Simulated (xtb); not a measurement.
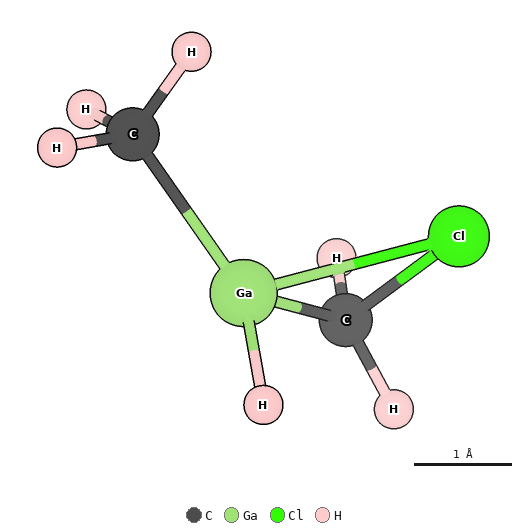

Fig. 1: The input geometry (ball-and-stick view, seen at a tilt). Sticks mark near contacts. Bond lengths as drawn: Cl–Ga 2.38 Å, C–Cl 1.84 Å, C–Ga 2.02 Å, C–H 1.09 Å and Ga–H 1.56 Å.

# Run report: C2H6ClGa, calculation of the molecule and its ions

System: C2H6ClGa.
Method: GFN1-xTB, ALPB solvent dioxane (xtb 6.7.1).

The geometry was optimised with GFN2-xTB.

### Input (geo.gen)
```
10 C
 C Ga Cl H
   1  1     -1.01863600      1.43581000     -0.07623700
   2  2      0.57427400      0.24694300     -0.43934600
   3  1      0.87925500     -1.43070100      0.65284300
   4  3     -0.09762900     -2.00569400     -0.79735400
   5  4     -0.87688700      2.45552800     -0.44204500
   6  4     -1.20705600      1.48288100      1.00086600
   7  4     -1.91718300      1.03133000     -0.55068400
   8  4      1.67279900      0.45598300     -1.52893400
   9  4      1.78915000     -2.03079600      0.65381200
  10  4      0.28501300     -1.69238500      1.53007900
```

### File detailed.inp
```
$chrg 0
$spin 0
$end
```

Machine: 1 thread of Intel Xeon (Granite Rapids), 128 GiB of memory available, shared host.

Launch command:
```bash
xtb geo.gen --alpb dioxane --vipea --gfn 2 --acc 0.001 -I detailed.inp --dipole --parallel 1 > xtb.out
```

### The program's output
```
* xtb version 6.7.1
   ID    Z sym.   atoms
    1    6 C      1, 3
    2   31 Ga     2
    3   17 Cl     4
    4    1 H      5-10

           -------------------------------------------------
          |                Calculation Setup                |
           -------------------------------------------------

          program call               : xtb geo.gen --alpb dioxane --vipea --gfn 2 --acc 0.001 -I detailed.inp --dipole --parallel 1
          coordinate file            : geo.gen
          omp threads                :                     1

           -------------------------------------------------
          |                 G F N 1 - x T B                 |
           -------------------------------------------------

      * Hamiltonian:
        H0-scaling (s, p, d)           1.850000    2.250000    2.000000
        zeta-weighting                 0.000000
      * Dispersion:
        s8                             2.400000
        a1                             0.630000
        a2                             5.000000
        s9                             0.000000
      * Repulsion:
        kExp                           1.500000
        rExp                           1.000000
      * Coulomb:
        alpha                          2.000000
        third order                    atomic
        anisotropic                    false
      * Halogen bond correction:
        rad-scale                      1.300000
        damping                        0.440000

      * Solvation model:               ALPB
        Solvent                        dioxane
        Parameter file                 internal GFN1-xTB/ALPB
        Dielectric constant                2.2099E+00
        Reference state                gsolv [1 M gas/solution]
        Free energy shift                  2.6303E-03 Eh       1.6505E+00 kcal/mol
        Temperature                        2.9815E+02 K
        Density                            1.0300E+00 kg/L
        Solvent mass                       8.8110E+01 g/mol
        Interaction kernel             P16
        Born radius scaling (c1)           1.0935E+00
        Born radii integrator          GBOBC
        Born offset                        0.0000E+00 a0       0.0000E+00 AA
        H-bond correction              true
        Ion screening                  false
        Surface tension                    1.0000E-05 Eh       1.5569E+01 dyn/cm
        Grid points                               230 per atom

          ...................................................
          :                      SETUP                      :
          :.................................................:
          :  # basis functions                  40          :
          :  # atomic orbitals                  38          :
          :  # shells                           22          :
          :  # electrons                        24          :
          :  # halogen bonds                     0          :
          :  max. iterations                   250          :
          :  Hamiltonian                  GFN1-xTB          :
          :  restarted?                      false          :
          :  GBSA solvation                   true          :
          :  PC potential                    false          :
          :  electronic temp.          300.0000000     K    :
          :  accuracy                    0.0010000          :
          :  -> integral cutoff          0.5500000E+02      :
          :  -> integral neglect         0.1000000E-10      :
          :  -> SCF convergence          0.1000000E-08 Eh   :
          :  -> wf. convergence          0.2000000E-07 e    :
          :  Broyden damping             0.4000000          :
          :  net charge                          0          :
          :  unpaired electrons                  0          :
          ...................................................

 iter      E             dE          RMSdq      gap      omega  full diag
   1    -13.1028960 -0.131029E+02  0.688E+00    5.38       0.0  T
   2    -13.1119152 -0.901923E-02  0.420E+00    5.29       1.0  T
   3    -13.1124381 -0.522847E-03  0.342E-01    5.18       1.0  T
   4    -13.1126674 -0.229316E-03  0.756E-02    5.18       1.0  T
   5    -13.1126802 -0.127813E-04  0.141E-02    5.19       2.3  T
   6    -13.1126805 -0.347913E-06  0.307E-03    5.19      10.3  T
   7    -13.1126806 -0.271502E-07  0.658E-04    5.19      48.0  T
   8    -13.1126806 -0.616270E-09  0.160E-04    5.19     197.3  T
   9    -13.1126806 -0.140249E-09  0.166E-05    5.19    1907.7  T
  10    -13.1126806 -0.738964E-12  0.653E-06    5.19    4842.0  T
  11    -13.1126806 -0.115463E-12  0.154E-06    5.19   20517.9  T
  12    -13.1126806 -0.159872E-13  0.592E-08    5.19  100000.0  T
  13    -13.1126806 -0.124345E-13  0.144E-08    5.19  100000.0  T

   *** convergence criteria satisfied after 13 iterations ***

         #    Occupation            Energy/Eh            Energy/eV
      -------------------------------------------------------------
         1        2.0000           -0.9308184             -25.3289
       ...           ...                  ...                  ...
         6        2.0000           -0.5135181             -13.9735
         7        2.0000           -0.5085534             -13.8384
         8        2.0000           -0.5081293             -13.8269
         9        2.0000           -0.4781644             -13.0115
        10        2.0000           -0.4627174             -12.5912
        11        2.0000           -0.4284760             -11.6594
        12        2.0000           -0.4092145             -11.1353 (HOMO)
        13                         -0.2183444              -5.9415 (LUMO)
        14                         -0.1792704              -4.8782
        15                         -0.1208382              -3.2882
        16                         -0.1169150              -3.1814
        17                         -0.1099319              -2.9914
       ...                                ...                  ...
        38                          0.9086392              24.7253
      -------------------------------------------------------------
                  HL-Gap            0.1908701 Eh            5.1938 eV
             Fermi-level           -0.3137795 Eh           -8.5384 eV

 SCC (total)                   0 d,  0 h,  0 min,  0.007 sec
 SCC setup                      ...        0 min,  0.000 sec (  2.346%)
 Dispersion                     ...        0 min,  0.000 sec (  0.286%)
 classical contributions        ...        0 min,  0.000 sec (  0.103%)
 integral evaluation            ...        0 min,  0.002 sec ( 23.771%)
 iterations                     ...        0 min,  0.002 sec ( 29.452%)
 molecular gradient             ...        0 min,  0.003 sec ( 43.020%)
 printout                       ...        0 min,  0.000 sec (  0.959%)

         :::::::::::::::::::::::::::::::::::::::::::::::::::::
         ::                     SUMMARY                     ::
         :::::::::::::::::::::::::::::::::::::::::::::::::::::
         :: total energy             -13.010673881649 Eh    ::
         :: total w/o Gsasa/hb       -13.006823780393 Eh    ::
         :: gradient norm              0.020404578240 Eh/a0 ::
         :: HOMO-LUMO gap              5.193839130779 eV    ::
         ::.................................................::
         :: SCC energy               -13.112680561942 Eh    ::
         :: -> electrostatic           0.003955199105 Eh    ::
         :: -> Gsolv                  -0.004693638762 Eh    ::
         ::    -> Gelec               -0.000843537506 Eh    ::
         ::    -> Gsasa               -0.006376280113 Eh    ::
         ::    -> Ghb                 -0.000104120600 Eh    ::
         ::    -> Gshift               0.002630299458 Eh    ::
         :: repulsion energy           0.105051359164 Eh    ::
         :: dispersion energy         -0.003044678871 Eh    ::
         :: halogen bond corr.         0.000000000000 Eh    ::
         :: add. restraining           0.000000000000 Eh    ::
         :: total charge              -0.000000000000 e     ::
         :::::::::::::::::::::::::::::::::::::::::::::::::::::

           -------------------------------------------------
          |        vertical delta SCC IP calculation        |
           -------------------------------------------------

 iter      E             dE          RMSdq      gap      omega  full diag
   1    -12.6246406 -0.126246E+02  0.169E+00    5.19       0.0  T
   2    -12.6049137  0.197269E-01  0.216E+00    4.87       1.0  T
   3    -12.6438748 -0.389611E-01  0.976E-01    5.22       1.0  T
   4    -12.6484595 -0.458466E-02  0.611E-01    5.10       1.0  T
   5    -12.6477123  0.747183E-03  0.524E-01    5.08       1.0  T
   6    -12.6505215 -0.280915E-02  0.149E-01    5.05       1.0  T
   7    -12.6507215 -0.200017E-03  0.132E-02    5.05       2.4  T
   8    -12.6507214  0.785796E-07  0.894E-03    5.05       3.5  T
   9    -12.6507203  0.113323E-05  0.111E-02    5.05       2.8  T
  10    -12.6507217 -0.143360E-05  0.471E-03    5.05       6.7  T
  11    -12.6507220 -0.301600E-06  0.488E-04    5.05      64.8  T
  12    -12.6507220 -0.985766E-09  0.329E-04    5.05      96.2  T
  13    -12.6507220 -0.148384E-08  0.737E-05    5.05     428.9  T
  14    -12.6507220 -0.662936E-10  0.213E-05    5.05    1482.5  T
  15    -12.6507220 -0.527400E-11  0.987E-06    5.05    3202.9  T
  16    -12.6507220 -0.139266E-11  0.141E-07    5.05  100000.0  T
  17    -12.6507220 -0.124345E-13  0.154E-08    5.05  100000.0  T
     SCC iter.                  ...        0 min,  0.002 sec
     gradient                   ...        0 min,  0.003 sec
------------------------------------------------------------------------
empirical IP shift (eV):    4.8455
delta SCC IP (eV):    7.7250
------------------------------------------------------------------------
           -------------------------------------------------
          |        vertical delta SCC EA calculation        |
           -------------------------------------------------

 iter      E             dE          RMSdq      gap      omega  full diag
   1    -13.2160694 -0.132161E+02  0.277E+00    1.43       0.0  T
   2    -13.2625907 -0.465213E-01  0.140E+00    0.08       1.0  T
   3    -13.2628074 -0.216665E-03  0.934E-01    0.18       1.0  T
   4    -13.2241773  0.386301E-01  0.153E+00    0.18       1.0  T
   5    -13.2598184 -0.356410E-01  0.681E-01    0.41       1.0  T
   6    -13.2609516 -0.113323E-02  0.568E-01    0.35       1.0  T
   7    -13.2640663 -0.311471E-02  0.324E-01    0.19       1.0  T
   8    -13.2655295 -0.146325E-02  0.153E-01    0.13       1.0  T
   9    -13.2658617 -0.332184E-03  0.444E-02    0.09       1.0  T
  10    -13.2658833 -0.215618E-04  0.325E-02    0.09       1.0  T
  11    -13.2659037 -0.204038E-04  0.634E-03    0.10       5.0  T
  12    -13.2659034  0.269639E-06  0.625E-03    0.10       5.1  T
  13    -13.2659039 -0.478474E-06  0.288E-03    0.10      11.0  T
  14    -13.2659041 -0.180483E-06  0.101E-04    0.10     311.8  T
  15    -13.2659041  0.107139E-08  0.235E-04    0.10     134.7  T
  16    -13.2659041 -0.587619E-09  0.154E-04    0.10     205.7  T
  17    -13.2659041 -0.502554E-09  0.242E-06    0.10   13073.2  T
  18    -13.2659041  0.175859E-11  0.940E-06    0.10    3365.4  T
  19    -13.2659041 -0.175326E-11  0.344E-07    0.10   91853.7  T
  20    -13.2659041 -0.248690E-13  0.154E-07    0.10  100000.0  T
  21    -13.2659041  0.124345E-13  0.127E-07    0.10  100000.0  T
     SCC iter.                  ...        0 min,  0.004 sec
     gradient                   ...        0 min,  0.003 sec
------------------------------------------------------------------------
empirical EA shift (eV):    4.8455
delta SCC EA (eV):   -0.6761
------------------------------------------------------------------------
           -------------------------------------------------
          |                Property Printout                |
           -------------------------------------------------

    * Orbital Energies and Occupations

         #    Occupation            Energy/Eh            Energy/eV
      -------------------------------------------------------------
         1        2.0000           -0.7922322             -21.5577
         2        2.0000           -0.5409438             -14.7198
         3        2.0000           -0.5096954             -13.8695
         4        2.0000           -0.4715435             -12.8314
         5        2.0000           -0.4387760             -11.9397
         6        2.0000           -0.4352322             -11.8433
         7        2.0000           -0.4272396             -11.6258
         8        2.0000           -0.4111253             -11.1873
         9        2.0000           -0.3895995             -10.6015
        10        2.0000           -0.3635843              -9.8936
        11        2.0000           -0.3515011              -9.5648
        12        2.0000           -0.3051475              -8.3035
        13        0.8734           -0.0979766              -2.6661 (HOMO)
        14        0.1266           -0.0943072              -2.5662 (LUMO)
        15                         -0.0464847              -1.2649
        16                         -0.0380632              -1.0358
        17                         -0.0243860              -0.6636
        18                         -0.0216814              -0.5900
        19                          0.0019955               0.0543
        20                          0.0153185               0.4168
        21                          0.0265769               0.7232
        22                          0.0549645               1.4957
        23                          0.0830716               2.2605
        24                          0.0861907               2.3454
       ...                                ...                  ...
        38                          0.9840768              26.7781
      -------------------------------------------------------------
                  HL-Gap            0.0036695 Eh            0.0999 eV
             Fermi-level           -0.1488520 Eh           -4.0505 eV

  Mulliken/CM5 charges         n(s)   n(p)   n(d)
     1C    -0.21697 -0.35340   1.012  3.205  0.000
     2Ga   -0.02071 -0.10990   1.301  1.379  0.340
     3C    -0.19620 -0.28643   1.058  3.138  0.000
     4Cl   -0.35537 -0.35861   1.896  5.293  0.166
     5H    -0.00043  0.05088   1.000  0.000  0.000
     6H     0.00787  0.05947   0.992  0.000  0.000
     7H     0.01721  0.06888   0.983  0.000  0.000
     8H    -0.16882 -0.11231   1.169  0.000  0.000
     9H    -0.03122  0.02276   1.031  0.000  0.000
    10H    -0.03536  0.01867   1.035  0.000  0.000

Wiberg/Mayer (AO) data.
largest (>0.10) Wiberg bond orders for each atom

 ---------------------------------------------------------------------------
     #   Z sym  total        # sym  WBO       # sym  WBO       # sym  WBO
 ---------------------------------------------------------------------------
     1   6 C    3.874 --     5 H    0.959     6 H    0.953     7 H    0.950
                             2 Ga   0.866
     2  31 Ga   3.460 --     3 C    0.873     1 C    0.866     8 H    0.844
                             4 Cl   0.692
     3   6 C    3.585 --    10 H    0.981     9 H    0.980     2 Ga   0.873
                             4 Cl   0.625
     4  17 Cl   1.406 --     2 Ga   0.692     3 C    0.625
     5   1 H    1.013 --     1 C    0.959
     6   1 H    1.018 --     1 C    0.953
     7   1 H    1.004 --     1 C    0.950
     8   1 H    0.963 --     2 Ga   0.844
     9   1 H    1.048 --     3 C    0.980
    10   1 H    1.054 --     3 C    0.981
 ---------------------------------------------------------------------------

Topologies differ in total number of bonds
Writing topology from bond orders to xtbtopo.mol

 dipole moment from electron density (au)
     X       Y       Z
  -0.7474   1.8941   0.9440  total (Debye):    5.705

           -------------------------------------------------
          | TOTAL ENERGY              -13.163897406207 Eh   |
          | GRADIENT NORM               0.192480408742 Eh/α |
          | HOMO-LUMO GAP               0.099851749087 eV   |
           -------------------------------------------------

------------------------------------------------------------------------
------------------------------------------------------------------------
 total:
 *  cpu-time:     0 d,  0 h,  0 min,  0.029 sec
 * ratio c/w:     1.000 speedup
 SCF:
 *  cpu-time:     0 d,  0 h,  0 min,  0.024 sec
 * ratio c/w:     1.000 speedup
```

### Summary

```json
{"quantity": "outcome", "value": "converged"}
{"quantity": "electrons treated", "value": "24"}
{"quantity": "total energy", "value": "−13.010674 hartree"}
{"quantity": "dispersion energy", "value": "−0.003045 hartree"}
{"quantity": "solvation energy", "value": "−0.004694 hartree"}
{"quantity": "basis functions", "value": "40"}
{"quantity": "peak memory", "value": "0.07 GiB"}
```

### Notes

Settings chosen away from the usual ones: method = gfn2-xtb; task = vipea; x = {"accuracy": 0.001}; geo = {"prev": 1}; partner = base; sm = ALPB; solvent = dioxane.
